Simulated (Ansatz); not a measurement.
**The cluster SnSe₂− (doublet): a spread of methods and bases**

Aim: run the cluster SnSe₂− (doublet) under a spread of inputs, and see what each costs and gives.

Method: the settings change from run to run; program: Ansatz 0.2.0, Gaussian basis.

### Step 1. The relaxed structure

An earlier r2SCAN-D4 in a triple-zeta def2 set relaxation fixed the geometry. Sn takes a core potential in def2 sets; no spin-orbit term is included.

3 atoms, charge -1, spin multiplicity 2.

Atoms are counted from 1 here; the program's logs count them from 0.

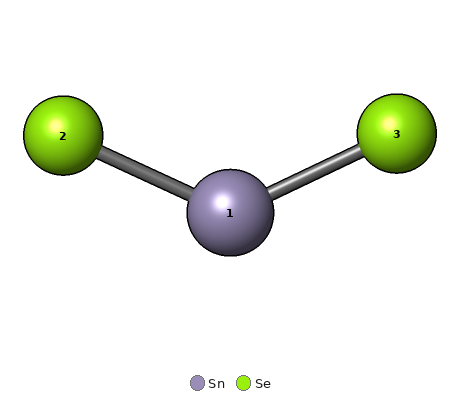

The structure; tin purple, selenium green; atoms are numbered from 1 in the order of the file.

### Step 2. SVWN5/def2-TZVP

Options: density fitting with def2-universal-jkfit.

in.yaml reads:

```yaml
crystal:
  periodic: [false, false, false]
  atoms:
    - {symbol: Sn, position_ang: [-0.040260, 0.004909, -0.688209]}
    - {symbol: Se, position_ang: [2.175287, -0.445974, 0.214878]}
    - {symbol: Se, position_ang: [-2.135037, 0.441075, 0.473332]}
basis:
  gaussian: {orbitals: def2-TZVP, fitting: {mean_field: def2-universal-jkfit}}
total_charge: -1
magnetization: {spin_polarized: true, initial_magnetization: 1}
hamiltonian: {xc: {name: SVWN5}}
output: {forces: true}
```

Command:

```sh
$ ansatz run in.yaml --threads 2 --pin off --events-out ev --progress --plain --max-ram 4352MiB
```

Standard output:

```text
Functional definition: SVWN5
  name "SVWN5"
  cite "Dirac, Proc. Camb. Phil. Soc. 26, 376 (1930) doi:10.1017/S0305004100016108"
  cite "Slater, Phys. Rev. 81, 385 (1951) doi:10.1103/PhysRev.81.385"
  cite "Vosko, Wilk & Nusair, Can. J. Phys. 58, 1200 (1980) doi:10.1139/p80-159"
  exchange = slater_x
  correlation = vwn5_c
750 factors; integrals over basis functions are off by at most 4.3e-1 eV
mean field evaluation 1: about -136340.0021 eV, gradient 2.1e1 eV
mean field evaluation 2: about -136336.1745 eV, gradient 2.9e1 eV
mean field evaluation 4: about -136340.9783 eV, gradient 8.5e-1 eV
mean field evaluation 8: about -136340.9841 eV, gradient 3.6e-2 eV
mean field evaluation 16: about -136339.4700 eV, gradient 6.6e0 eV
mean field evaluation 32: about -136339.9367 eV, gradient 7.6e-6 eV
mean field evaluation 64: about -136339.0129 eV, gradient 2.5e0 eV
mean field evaluation 96: about -136339.7608 eV, gradient 3.2e-1 eV
mean field -136340.98415232 eV, -5010.4387523596 hartree, gradient 6.9e-5 eV, S^2 0.751255; 12 other end points of the search recorded, 0 dependent functions left out
the calculation of the forces begins
reference -136340.98418152 eV, -5010.4387534327 hartree; 46, 45 occupied and 100, 101 virtual orbitals, 750 factors
Total energy: -136340.98418152 eV, -5010.4387534327 hartree
Atom 0 at    -0.040260     0.004909    -0.688209 Å, force     0.007638    -0.000931     0.130581 eV/Å
Atom 1 at     2.175287    -0.445974     0.214878 Å, force    -0.132643     0.026977    -0.057566 eV/Å
Atom 2 at    -2.135037     0.441075     0.473332 Å, force     0.125005    -0.026046    -0.073015 eV/Å
Dipole moment:    -0.020295     0.002473    -0.346963 e Å
```

Run time: 13 s. Hardware: 2 threads of Arm Neoverse V2, shared host.

Largest force 0.147 eV/Å, ⟨S²⟩ 0.751.

### Step 3. BHLYP/def2-SVPD

Set apart from the defaults: a point charge of 1.00 e beside it, D3(BJ) with three-body dispersion, the search for lower states set to full.

Edit in.yaml of step 2 so:

```diff
@@ -7,6 +7,7 @@
 basis:
-  gaussian: {orbitals: def2-TZVP, fitting: {mean_field: def2-universal-jkfit}}
+  gaussian: {orbitals: def2-SVPD, point_charges: [{charge: 1.00, position_ang: [7.068, -0.589, -0.046]}]}
 total_charge: -1
 magnetization: {spin_polarized: true, initial_magnetization: 1}
-hamiltonian: {xc: {name: SVWN5}}
+hamiltonian: {xc: {name: BHLYP}, dispersion: d3bjatm}
+scf: {lower_state_search: full}
 output: {forces: true}
```

Same command.

Standard output, shortened:

```text
Functional definition: BHLYP
  name "BHLYP"
  cite "Becke, J. Chem. Phys. 98, 1372 (1993) doi:10.1063/1.464304"
  cite "Becke, Phys. Rev. A 38, 3098 (1988) doi:10.1103/PhysRevA.38.3098"
  cite "Lee, Yang & Parr, Phys. Rev. B 37, 785 (1988) doi:10.1103/PhysRevB.37.785"
[...]
1208 factors; integrals over basis functions are off by at most 2.2e-4 eV
[...]
mean field -136518.51193253 eV, -5016.9627779494 hartree, gradient 5.7e-5 eV, S^2 0.766036; 10 other end points of the search recorded, 0 dependent functions left out
[...]
reference -136518.51206656 eV, -5016.9627828749 hartree; 46, 45 occupied and 68, 69 virtual orbitals, 1208 factors
Total energy: -136518.76076818 eV, -5016.9719224911 hartree
Atom 0 at    -0.040260     0.004909    -0.688209 Å, force    -0.415793     0.100481    -0.196999 eV/Å
Atom 1 at     2.175287    -0.445974     0.214878 Å, force     0.770687    -0.091534     0.205316 eV/Å
Atom 2 at    -2.135037     0.441075     0.473332 Å, force     0.161953    -0.032218    -0.016997 eV/Å
Dipole moment:    -0.818621     0.106910    -0.432742 e Å
```

It took 29 s on 2 threads of Arm Neoverse V2, shared host; peak memory 0.58 GiB.

Largest force 0.803 eV/Å, ⟨S²⟩ 0.766.

### Step 4. HSE06/def2-TZVPD

Set apart from the defaults: D4 dispersion.

in.yaml reads:

```yaml
crystal:
  periodic: [false, false, false]
  atoms:
    - {symbol: Sn, position_ang: [-0.040260, 0.004909, -0.688209]}
    - {symbol: Se, position_ang: [2.175287, -0.445974, 0.214878]}
    - {symbol: Se, position_ang: [-2.135037, 0.441075, 0.473332]}
basis:
  gaussian: {orbitals: def2-TZVPD}
total_charge: -1
magnetization: {spin_polarized: true, initial_magnetization: 1}
hamiltonian: {xc: {name: HSE06}, dispersion: d4}
scf: {omitted_lower_state_checks: [starts]}
```

Same command.

Standard output, shortened:

```text
Functional definition: HSE06
  name "HSE06"
  cite "Heyd, Scuseria & Ernzerhof, J. Chem. Phys. 118, 8207 (2003) doi:10.1063/1.1564060"
  cite "Krukau, Vydrov, Izmaylov & Scuseria, J. Chem. Phys. 125, 224106 (2006) doi:10.1063/1.2404663"
  cite "Heyd & Scuseria, J. Chem. Phys. 120, 7274 (2004) doi:10.1063/1.1668634"
  cite "Ernzerhof & Perdew, J. Chem. Phys. 109, 3313 (1998) doi:10.1063/1.476928"
  cite "Perdew, Burke & Ernzerhof, Phys. Rev. Lett. 77, 3865 (1996) doi:10.1103/PhysRevLett.77.3865"
  parent pbe
[...]
  # The whole range is PBE's own exchange, as in plane waves. The composition of these papers is wPBEh.
[...]
1237 factors; integrals over basis functions are off by at most 7.4e-4 eV
61 factors; integrals over basis functions are off by at most 1.6e-4 eV
[...]
mean field -136519.82346270 eV, -5017.0109757943 hartree, gradient 5.9e-6 eV, S^2 0.758624; 0 other end points of the search recorded, 0 dependent functions left out
reference -136519.82351084 eV, -5017.0109775636 hartree; 46, 45 occupied and 124, 125 virtual orbitals, 1237 factors
Total energy: -136519.93103413 eV, -5017.0149289714 hartree
Checks for a lower state left out: starts
```

It took 11 s on 2 threads of Arm Neoverse V2, shared host; peak memory 0.71 GiB.

⟨S²⟩ 0.759.

### Step 5. All runs side by side

```csv
level,charge,multiplicity,geometry,functions,energy (eV),time
SVWN5/def2-TZVP,-1,2,relaxed,146,-136340.984,13 s
BHLYP/def2-SVPD,-1,2,"relaxed, point charge",114,-136518.761,29 s
HSE06/def2-TZVPD,-1,2,relaxed,170,-136519.931,11 s
```

### Step 6. Outcome

```
                                         quantity                   value
                                             runs                       3
                                         quickest  HSE06/def2-TZVPD, 11 s
                                          slowest   BHLYP/def2-SVPD, 29 s
spread of total energies, same state and geometry                178.9 eV
```

**Reading.** BHLYP/def2-SVPD took 3 times as long as HSE06/def2-TZVPD. The jobs differ in tasks and options as well as level. The totals spread over 179 eV; they can't be compared across methods or bases. At the r2SCAN-D4/def2-TZVPD geometry and in the same state, runs without warnings or point charges leave forces up to 0.15 eV/Å (SVWN5/def2-TZVP).
